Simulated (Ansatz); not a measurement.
The starting structures come from a database of crystals and need not be the phases stable at ambient conditions.

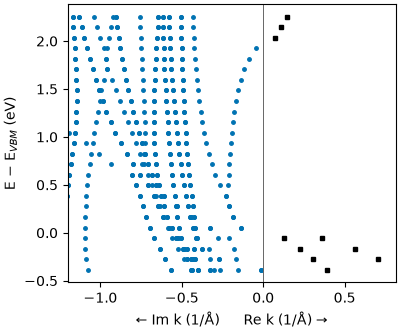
Fig. 1. Complex bands at the centre of the two-dimensional zone; r2SCAN (Ansatz, a quantum-chemistry and plane-wave program)

The gap is the functional's own. No spin-orbit coupling. Mid-gap values are interpolated on the energy grid.

Problem. This is ZnGeO$_{3}$ (R3c, not sure to be the ambient phase, 10 atoms a cell, 9.9 Å³ an atom, -10 GPa at this level) along the normal of (110). Read off the slowest decay at the centre of the two-dimensional zone at 0.94 eV, the computed energy nearest the middle of the gap.

Solution. κ ≈ 0.20 1/Å, a decay length 1/(2κ) of the density of 2.5 Å.
